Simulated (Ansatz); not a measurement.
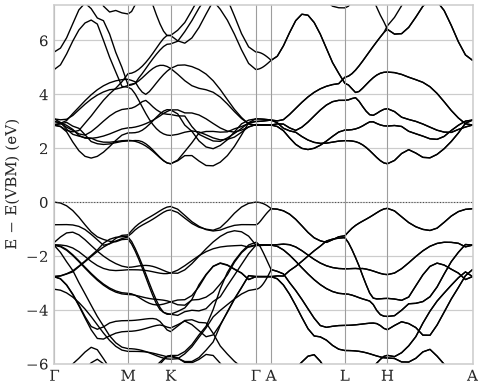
Band structure from the program Ansatz at the r²SCAN level (PAW)

Read off the gap and where the band edges lie.

About 1.3 eV (1.33 eV by a search for the band edges); maximum at Γ, minimum on the K–Γ line, 46 % of the way from K.

The material is WSe2 in space group P6_3/mmc (No. 194; W on 2c, Se on 4f).

The r²SCAN relaxation kept the symmetry of its start. The run is not spin-polarised. A crystal of weakly bound layers computed without a dispersion correction: the cell and the soft elastic constants depend strongly on that. Spin–orbit coupling is left out wherever it is not named.

Potentials: the later of the program's two PAW sets.
